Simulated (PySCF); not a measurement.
Input file:

```
{"job": {"kind": "nmr", "xc": "PBE0", "basis": "pcSseg-1"}, "charge": 0, "multiplicity": 1}
C      1.278103    -2.199427     0.149989
C      1.451252    -0.697086    -0.058713
Si    -0.040066     0.334381     0.454236
Si    -1.961183    -0.285244    -0.762976
P     -0.356191     0.099731     2.682089
O      0.257773     1.970246     0.268391
C      0.338337     2.631379    -0.961191
H      0.401734    -2.591253    -0.391736
H      1.139203    -2.447420     1.214310
H      2.155556    -2.763140    -0.201945
H      1.662711    -0.476959    -1.120256
H      2.317855    -0.318003     0.510849
H     -1.744527    -0.306683    -2.246457
H     -2.397469    -1.655371    -0.344834
H     -3.075811     0.669364    -0.466985
H     -0.930439    -1.202972     2.544898
H     -1.625535     0.755149     2.669333
H      0.384685     3.716072    -0.779706
H     -0.542406     2.433713    -1.602334
H      1.241015     2.344779    -1.531246
```

Command:

```sh
OMP_NUM_THREADS=1 python probes_run.py task.json out
```

Geometry: PBE0-D3(BJ)/def2-SVP.

These are results of PySCF, PBE0/pcSseg-1, SCF density, gas phase, non-relativistic, not measurements.

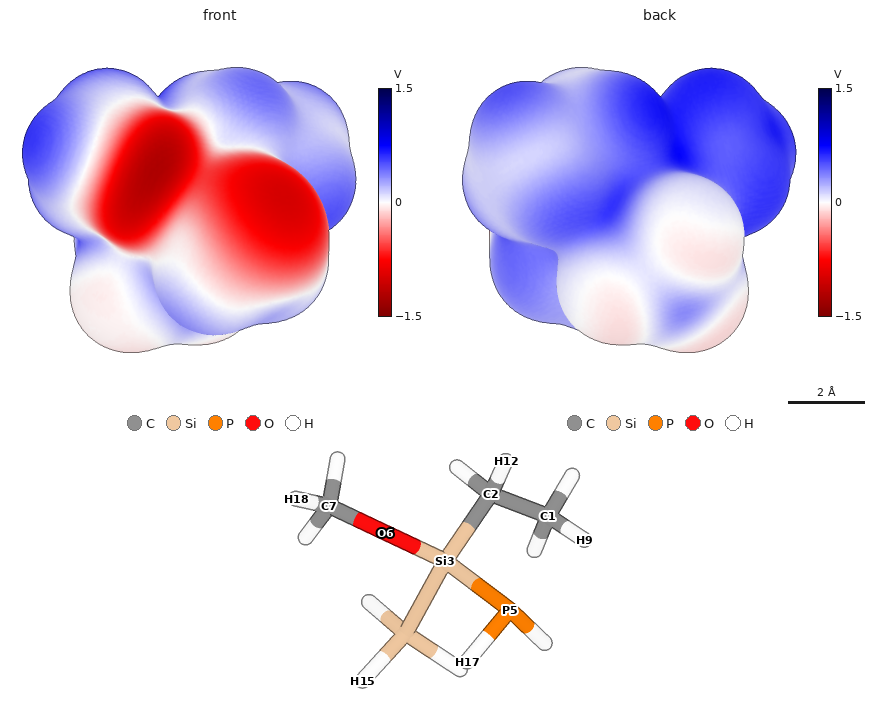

C3H13OPSi2. The electrostatic potential painted on the density surface at 0.001 e/bohr³, seen from the front and from behind; red is negative and blue positive. The bare structure is drawn below in the same view.

**Where is the surface potential most negative and most positive?**

The most negative region (about −1.2 V) lies over O6, the most positive (about +0.7 V) over Si3, C7, H11 and H20. O6 is the likeliest acceptor of a hydrogen bond.

**How polar is the molecule by this calculation?**

Its dipole moment is 1.90 D.
